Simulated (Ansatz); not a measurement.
```yaml
atoms:
  - { symbol: S, position_ang: [-0.9676, -0.3759, -3.3840] }
  - { symbol: H, position_ang: [0.3040, -0.7674, -3.2120] }
  - { symbol: H, position_ang: [-0.6634, 0.9051, -3.1272] }
  - { symbol: C, position_ang: [0.4469, 0.1412, 2.1523] }
  - { symbol: Si, position_ang: [-0.0916, -0.0731, 0.3724] }
  - { symbol: H, position_ang: [1.4252, 0.6237, 2.2088] }
  - { symbol: H, position_ang: [0.5166, -0.8258, 2.6558] }
  - { symbol: H, position_ang: [-0.2673, 0.7579, 2.7025] }
  - { symbol: H, position_ang: [-0.1742, 1.2514, -0.3023] }
  - { symbol: H, position_ang: [-1.4227, -0.7288, 0.3003] }
  - { symbol: H, position_ang: [0.8942, -0.9086, -0.3664] }
```

Geometry: PBE0-D4/def2-TZVP.

Theory: RKS PBE0-D4/def2-TZVPPD in Ansatz.

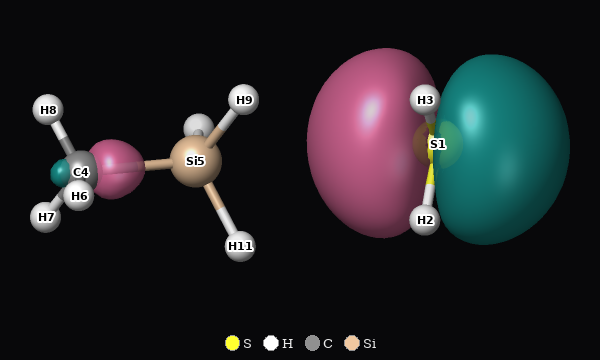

H₂S···CH₆Si. The HOMO at ±0.08 Å⁻³ᐟ² (teal and pink are the two phases), seen at a tilt.

Where does this orbital lie, and at what energy?

Answer. It lies mainly on S1 (about 85 %); largely a lone pair of S1. Its energy is −7.49 eV.
